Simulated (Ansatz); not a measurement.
Fields on a plane of C (diamond)

```
CELL_PARAMETERS angstrom
      0.00000     1.78014     1.78014
      1.78014     0.00000     1.78014
      1.78014     1.78014     0.00000
ATOMIC_POSITIONS crystal
  C  0.50000 0.50000 0.50000
  C  0.75000 0.75000 0.75000
```

The slice is a {100} plane (indices of the conventional cell) through the point (0.500, 0.500, 0.500) (fractional), spanned by u = [100] and v = [0 1 -1] in vectors of this cell: u (2.52 Å) and v (2.52 Å, at 90° to u). It covers one period; positions are fractions (u, v).

Atoms on it: C at (0.00, 0.00). Other atoms lie within 1 Å of the plane.

Level of theory: r2SCAN (plane waves to 500 eV, PAW, scalar-relativistic; Ansatz, a quantum-chemistry and plane-wave program). k mesh 16×16×16. Inside the PAW spheres the values are not all-electron values, and peaks at nuclei hang on which shells count as valence. C was relaxed with its symmetry unable to fall.

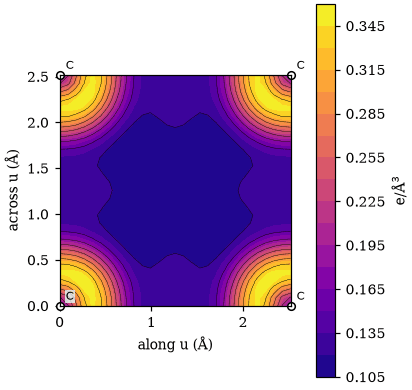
*Density of the lowest conduction band (whole band as if filled, smooth part) in e/Å³, one period of the plane, atoms marked. *

```
|@@@@@@@%%##*******##%%@@@@@@|
|@@@@@@@%##***+++***##%@@@@@@|
|@@@@@@%%##**+++++**##%%@@@@@|
|@@@@@%%##**+++++++**##%%@@@@|
|@@@@%%##**++=====++**##%%@@@|
|@@@%%##**++===-===++**##%%@@|
|%%%%##**+==-------==+**##%%%|
|%%###**+==--:::::--==+**###%|
|####**+==--:::.:::--==+**###|
|##***++=--::.....::--=++***#|
|****++=--::..   ..::--=++***|
|***++==-::..     ..::-==++**|
|**+++==-::.       .::-==+++*|
|**+++=--:..       ..:--=+++*|
|**+++==-::.       .::-==+++*|
|***++==-::..     ..::-==++**|
|****++=--::..   ..::--=++***|
|##***++=--::.....::--=++***#|
|####**+==--:::.:::--==+**###|
|%%###**+==--:::::--==+**###%|
|%%%%##**+==-------==+**##%%%|
|@@@%%##**++===-===++**##%%@@|
|@@@@%%##**++=====++**##%%@@@|
|@@@@@%%##**+++++++**##%%@@@@|
|@@@@@@%%##**+++++**##%%@@@@@|
|@@@@@@@%##***+++***##%@@@@@@|
|@@@@@@@%%##*******##%%@@@@@@|
|@@@@@@@%%##*******##%%@@@@@@|
```
Scale: ten equal steps from -1.06 (start of ' ') to 0.25 (end of '@'), in the order ' .:-=+*#%@'. Values: log₁₀ of the valence density in e/Å³. The map has 28 points along u (one character each, u = 0 at the left) and 28 along v (v = 0 in the bottom row). The scale is logarithmic, as a density can span decades between atoms and voids.
